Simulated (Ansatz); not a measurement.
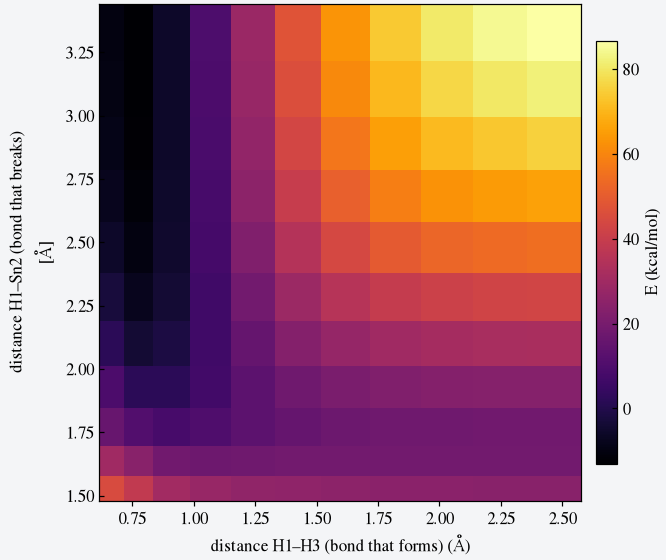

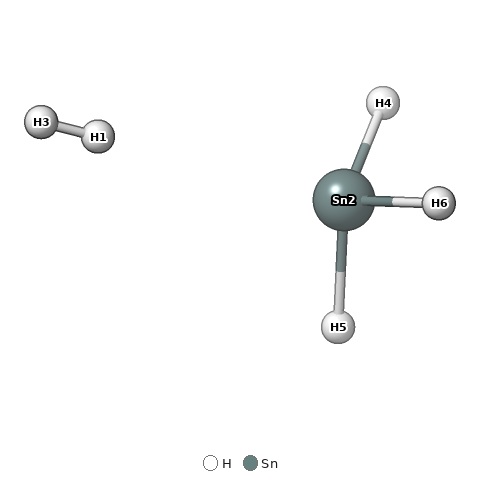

Energy landscape of the reacting system H5Sn (fragments H₄Sn + H where the first distance is long, H₂ + H₃Sn where the second is long), spin multiplicity 2. 
- The first coordinate is: distance H1–H3 (bond that forms); the second: distance H1–Sn2 (bond that breaks).
- Relaxed at each point: all other coordinates.
- Grid: 11 × 11 points.
- Points are written as (first, second).
- Energies are in kcal/mol, from a guessed transition structure relaxed with its forming and breaking bonds held.
- Energies and slopes of some neighbouring points disagree (a jump in structure or state, or too coarse a mesh). In part of the range the unrestricted reference is strongly spin-contaminated.
- The calculation used UKS B3LYP-D4/def2-TZVP (Ansatz).

Drawn: one coloured cell a grid point. The second picture is the structure at the lowest point.

What does the map say about the system?

Answer. The lowest grid point is at (0.767 Å, 3.330 Å), −13 kcal/mol from a guessed transition structure relaxed with its forming and breaking bonds held. It lies in a valley that leaves the map towards separated partners. The highest grid point, (2.466 Å, 3.330 Å), lies 100 kcal/mol above the lowest.

Each point was launched as `ansatz run input.yaml --threads 1 --pin off --max-ram 2560MiB --backend cpu --events-out ev --progress --plain --runs-dir out`. The whole map (121 points run) took 40 min on 1 thread of Arm Neoverse N1, with other jobs on the host.
